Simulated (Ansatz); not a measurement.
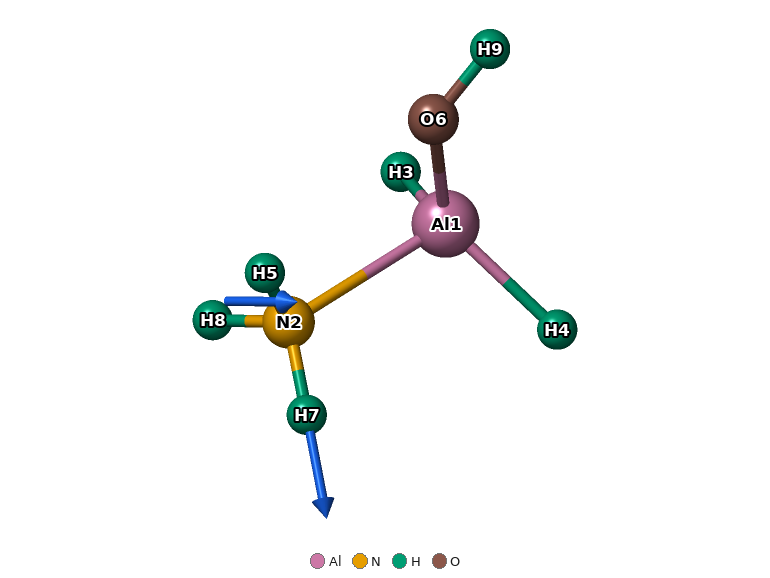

The arrows show one normal mode. Harmonic vibrations computed with RKS PBE0-D4/def2-TZVP (Ansatz 0.2.0) at a stationary point of the same level.

Q: Describe the motion.

A: Mostly out-of-phase stretching of 2 N–H bonds.

Q: Estimate its harmonic wavenumber.

A: 3622 cm⁻¹; it is mode 20 of 21 counted from the lowest.
